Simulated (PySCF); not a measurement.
## Electronic structure of C₃H₉F₃Si₂ in real space

```tsv
atom	x (Å)	y (Å)	z (Å)
F	-2.5498	-0.8271	-0.6908
C	-2.0329	-0.5501	0.5463
C	-0.6766	0.1235	0.3929
F	-0.1566	0.2128	1.6925
C	-0.8514	1.5293	-0.1500
F	0.3052	1.9629	-0.7568
Si	0.5815	-0.8954	-0.6880
Si	2.7283	-0.3276	-0.0375
H	-2.7562	0.0887	1.0675
H	-1.9227	-1.4991	1.0782
H	-1.0847	2.2474	0.6432
H	-1.6278	1.5378	-0.9197
H	0.1520	-0.6188	-2.0615
H	0.1852	-2.2861	-0.4128
H	3.1850	-1.1800	1.0663
H	3.6361	-0.5698	-1.1634
H	2.8784	1.0637	0.3839
```

Geometry: GFN2-xTB.

Level of theory: CAM-B3LYP/def2-SVPD, SCF density, gas phase (PySCF).

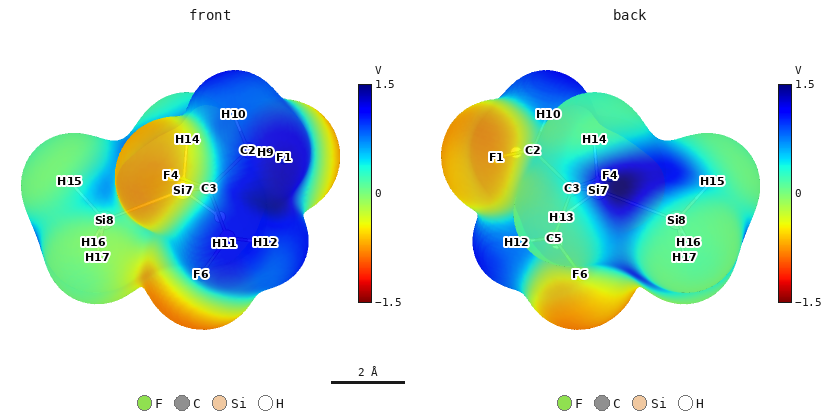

Figure 1. The electrostatic potential painted on the density surface at 0.002 e/bohr³, seen from the front and from behind; red is negative and blue positive.

> Which sites attract a positive test charge, and which a negative one?

A positive charge is drawn to the negative regions and a negative charge to the positive ones. The most negative region (about −0.8 V, or −18 kcal/mol for a unit charge) lies over F6, the most positive (about +1.4 V, or +32 kcal/mol for a unit charge) over C5, Si7 and H9.

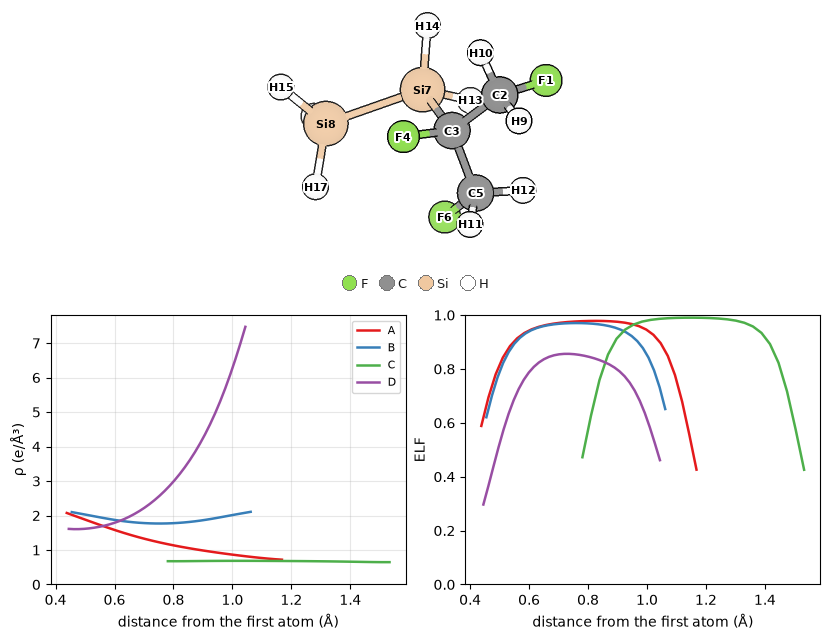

Figure 2. Electron density and ELF along straight lines between neighbouring atoms. The curves leave out the atomic cores. The structure is drawn too.

> Which curve belongs to which contact (C–C, C–F, C–Si and Si–Si)? The first atom named is at distance zero.

Curve A: C–Si (1.95 Å): ρ is about 0.9 e/Å³ halfway; the ELF peaks at about 1 between the atoms: a shared electron pair. Curve B: C–C (1.52 Å): the density is about 1.8 e/Å³ at the midpoint; the ELF peaks at about 1 between the atoms; localised, covalent bonding. Curve C: Si–Si (2.31 Å): ρ is about 0.68 e/Å³ halfway; the ELF peaks at about 1 between the atoms (a covalent bond). Curve D: C–F (1.37 Å): the density is about 2.1 e/Å³ at the midpoint, with its minimum of 1.6 e/Å³ about 0.5 Å from C; the ELF peaks at about 0.85 between the atoms; a polar covalent bond.
